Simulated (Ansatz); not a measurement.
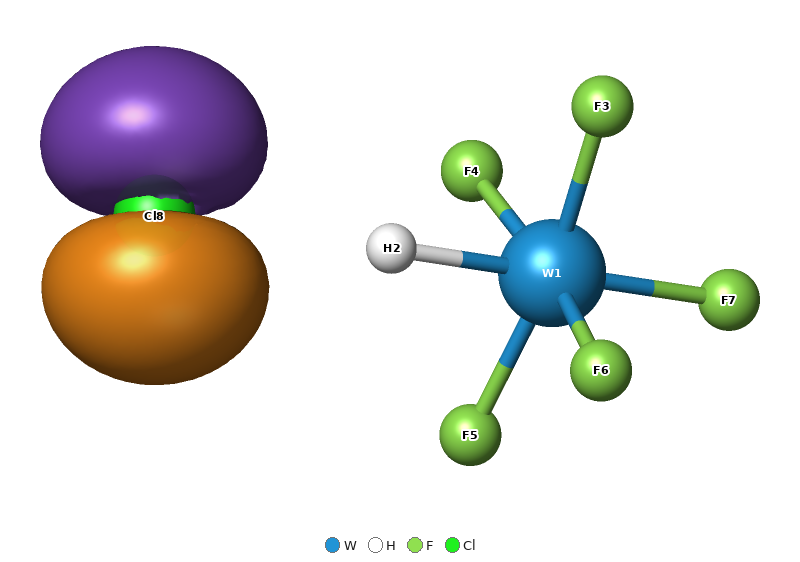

F5HW···Cl (doublet). The HOMO (α) at ±0.15 Å⁻³ᐟ² (orange and purple are the two phases), seen at a tilt.

Core potentials replace the inner electrons of W; not at a stationary point (largest force 0.8 eV/Å).

All numbers below come from Ansatz, UKS PBE/def2-SVP.

```yaml
atoms:
  - { symbol: W, position_ang: [0.0002, 0.0002, -0.1305] }
  - { symbol: H, position_ang: [0.0070, 0.0070, 1.6063] }
  - { symbol: F, position_ang: [1.8427, 0.0016, 0.0355] }
  - { symbol: F, position_ang: [0.0016, 1.8427, 0.0355] }
  - { symbol: F, position_ang: [-1.8409, 0.0012, 0.0440] }
  - { symbol: F, position_ang: [0.0012, -1.8409, 0.0440] }
  - { symbol: F, position_ang: [-0.0040, -0.0040, -2.0395] }
  - { symbol: Cl, position_ang: [-0.0078, -0.0078, 4.1646] }
```

> What is the character of this orbital?

It lies mainly on Cl8 (about 100 %); largely a lone pair of Cl8. It is one of a degenerate set, so its orientation is arbitrary. Its energy is −7.32 eV.
